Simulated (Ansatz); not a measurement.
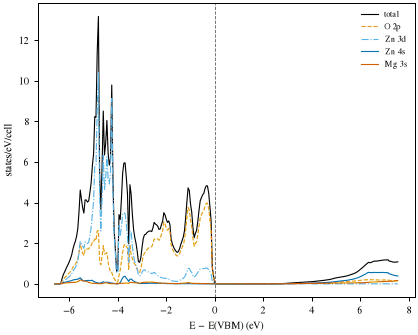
Fig. 1. Total and projected density of states of MgZnO₂ in space group R-3m (No. 166; Mg on 3a, Zn on 3b, O on 6c), PBEsol (plane waves, PAW; program Ansatz)

### Question
Which orbitals carry the states next to the gap?

### Answer
Top 1 eV of the valence band: O 2p 81 %, Zn 3d 16 %. Bottom 1 eV of the conduction band: O 2s 31 %, Zn 4s 29 %, Mg 3s 23 %, O 2p 16 %. Projections are on Löwdin-orthogonalised atomic valence shells; empty p or d shells of many metals are not among them.

### Question
Where is the tallest occupied peak in this window, and what makes it?

### Answer
Near -4.8 eV, about 13 states/eV per cell; the largest projected share is Zn 3d.

The workflow started from a Materials Project entry (that database holds measured and hypothetical structures alike); the Crystallography Open Database copy checked does not list it. With Mg and Zn taken as one species the cell has the higher symmetry Fm-3m, so it may be an ordered model of a mixed-site phase. Its standing as an ambient phase is unchecked. Symmetry was held in the PBEsol relaxation; of distortions, only those at the zone centre were tested.

Potentials: the later of the program's two PAW sets.
